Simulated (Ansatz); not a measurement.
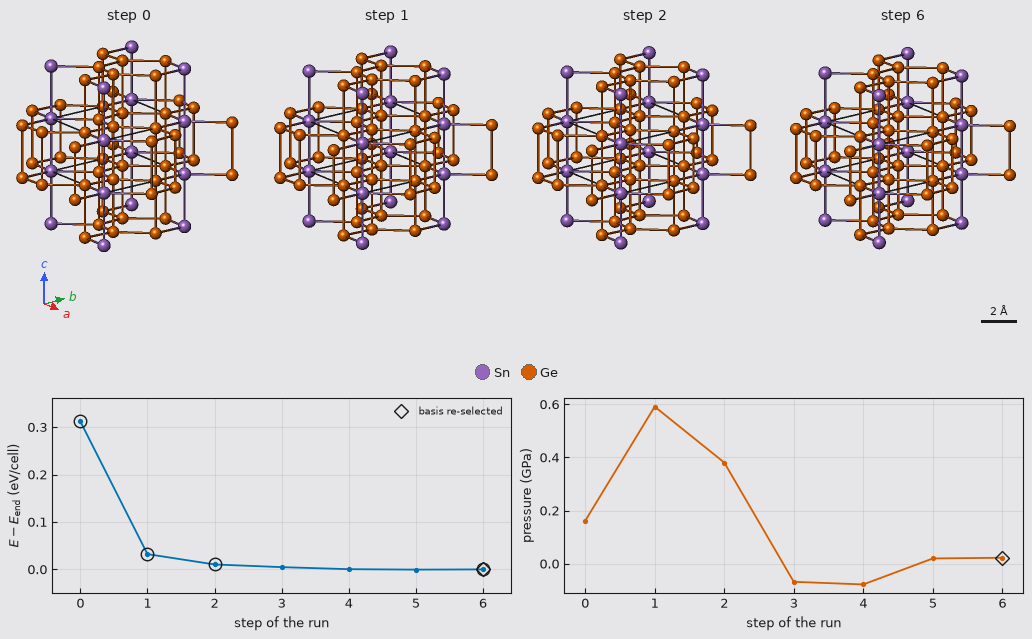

Frames of a relaxation of solid SnGe5 (a generated structure, set up in P-62m) (coarse preliminary run), marked on the history of the run. Style: ball-and-stick. Shown: the cell of the calculation, slightly off an axis.

All numbers below come from DFT PBE, scalar-relativistic, plane waves, PAW in Ansatz. (plane-wave cutoff 420 eV; k-point mesh 3 × 3 × 6; occupations gaussian; smearing width 0.1 eV; no spin polarisation; cell and atoms relaxed; force threshold 0.04 eV/Å; at most 70 steps)

> Describe the path.

The largest moves relative to the cell, 0.053 Å, are those of Ge atoms. Sn stays in place. The volume changes by −1.9 %, with a = b 7.691 → 7.883 Å (+2.5 %), c 3.058 → 2.855 Å (−6.6 %). Near-neighbour distances that change, for instance: Ge–Ge 3.058 → 2.855 Å, Sn–Sn 3.058 → 2.855 Å, Ge–Ge 2.474 → 2.559 Å, Ge–Sn 2.755 → 2.771 Å. Bond angles that change, for instance: Ge–Ge–Ge 127.7° → 125.6°. The space group stays P-62m (No. 189). After 5 accepted moves (6 points after the start) the energy has fallen by 0.312 eV per cell of the calculation. Largest force component: 0.39 eV/Å at the start, 0.0036 eV/Å at the end. Pressure: 0.16 GPa at the start and 0.02 GPa at the end. The SCF was repeated once at an unchanged geometry on a basis and grid sized afresh for the cell, which shifted the energy by 0.5 meV per cell of the calculation at most. From step 0 to 1: Ge atoms move most (0.03 Å), volume −2.6 %, energy −0.280 eV per cell of the calculation. From step 1 to 2: volume +0.2 %, energy −21.8 meV per cell of the calculation. From step 2 to 6: volume +0.5 %, energy −10.4 meV per cell of the calculation.
